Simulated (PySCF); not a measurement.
Run report: C8H11FO, single-point calculation

System: C8H11FO.
Method: PBE0/def2-SVP single-point energy, IEF-PCM cyclohexane (PySCF 2.14.0).

The geometry comes from this level: GFN2-xTB.

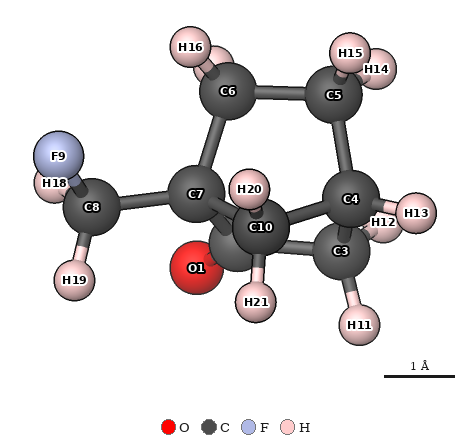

Figure 1. The input geometry (ball-and-stick view, seen at a tilt; atoms are numbered from 1 in the order of the input). Bond lengths as drawn: C–C 1.51 to 1.55 Å, C–F 1.38 Å, C–H 1.09 Å and C–O 1.20 Å.

Input:
```
{"job": {"xc": "PBE0", "basis": "def2-SVP", "solvent": "cyclohexane", "kind": "sp"}, "charge": 0, "multiplicity": 1}
O      0.585766     1.800776    -1.764534
C      0.097017     1.174270    -0.864282
C     -1.309061     1.289061    -0.312646
C     -1.362829     0.145758     0.702691
C     -1.332084    -1.176228    -0.075436
C      0.103064    -1.220327    -0.632244
C      0.753282     0.062946    -0.060925
C      2.267054     0.080940    -0.095377
F      2.784430    -0.996844     0.584188
C      0.047179     0.193264     1.292783
H     -1.423125     2.263266     0.166602
H     -2.053099     1.221270    -1.105990
H     -2.183780     0.223529     1.413085
H     -2.082896    -1.197905    -0.864315
H     -1.519882    -2.016925     0.591935
H      0.649868    -2.090750    -0.270784
H      0.132468    -1.227488    -1.721708
H      2.633667     0.019931    -1.124844
H      2.662753     0.980335     0.387333
H      0.267076    -0.642291     1.954203
H      0.274213     1.130356     1.799792
```

The first line tells a small driver script what to run in PySCF; the rest is the geometry in Å.

Launched with:
```bash
OMP_NUM_THREADS=1 python <driver script> task.json out
```

Output:
```
coarse grid: 17680 points
cycle   1  E = -485.4180028509  dE =  1.579e+00  |g| = 8.661e-01  |ddm| = 4.960e+00
cycle   2  E = -485.0974580625  dE =  3.205e-01  |g| = 1.568e+00  |ddm| = 3.361e+00
cycle   3  E = -485.5577113024  dE = -4.603e-01  |g| = 2.062e-01  |ddm| = 2.469e+00
cycle   4  E = -485.5663387135  dE = -8.627e-03  |g| = 6.945e-02  |ddm| = 3.046e-01
cycle   5  E = -485.5672885834  dE = -9.499e-04  |g| = 1.342e-02  |ddm| = 9.202e-02
cycle   6  E = -485.5673260734  dE = -3.749e-05  |g| = 4.805e-03  |ddm| = 2.083e-02
cycle   7  E = -485.5673305561  dE = -4.483e-06  |g| = 1.043e-03  |ddm| = 7.225e-03
final grid: 171568 points
cycle   8  E = -485.6444948321  dE = -4.180e-05  |g| = 1.436e-02  |ddm| = 6.939e-02
cycle   9  E = -485.6443975568  dE =  9.728e-05  |g| = 2.633e-02  |ddm| = 4.582e-02
cycle  10  E = -485.6445388343  dE = -1.413e-04  |g| = 2.733e-03  |ddm| = 3.180e-02
cycle  11  E = -485.6445403787  dE = -1.544e-06  |g| = 3.119e-04  |ddm| = 2.952e-03
cycle  12  E = -485.6445403942  dE = -1.548e-08  |g| = 1.313e-04  |ddm| = 5.466e-04
cycle  13  E = -485.6445403973  dE = -3.142e-09  |g| = 2.777e-05  |ddm| = 1.621e-04
cycle  14  E = -485.6445403975  dE = -1.442e-10  |g| = 8.567e-06  |ddm| = 5.604e-05
```

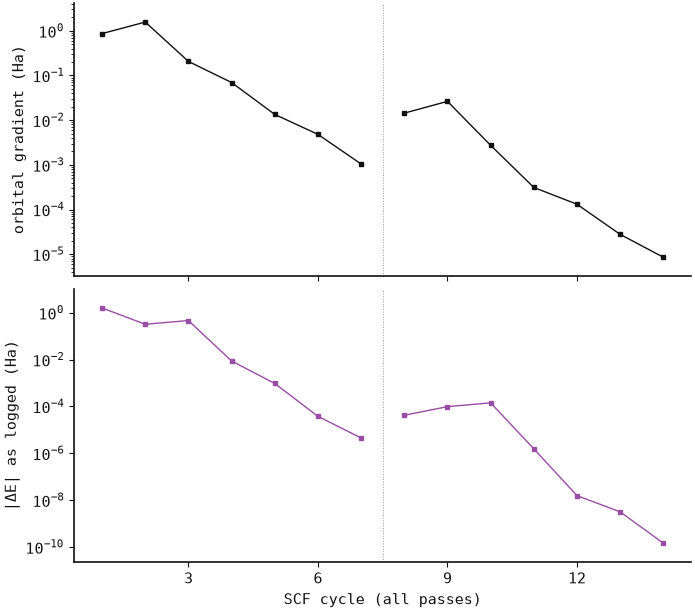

Figure 2. Convergence of the self-consistent field: orbital gradient and size of the energy change against the SCF cycle. The dotted line marks the change from a coarse to the final integration grid. The first 7 cycles use a coarse grid, the final grid takes over at cycle 8, and the field converges after 14 cycles in all.

```
converged SCF energy = -485.6445403975
```

Key numbers:

- outcome: converged
- total energy: −485.644540 hartree
- HOMO: −7.02 eV
- LUMO: −0.37 eV
- dipole moment: 2.85 D
- hardware: 1 CPU thread, shared host
- wall time: 16 s
- peak memory: 0.86 GiB
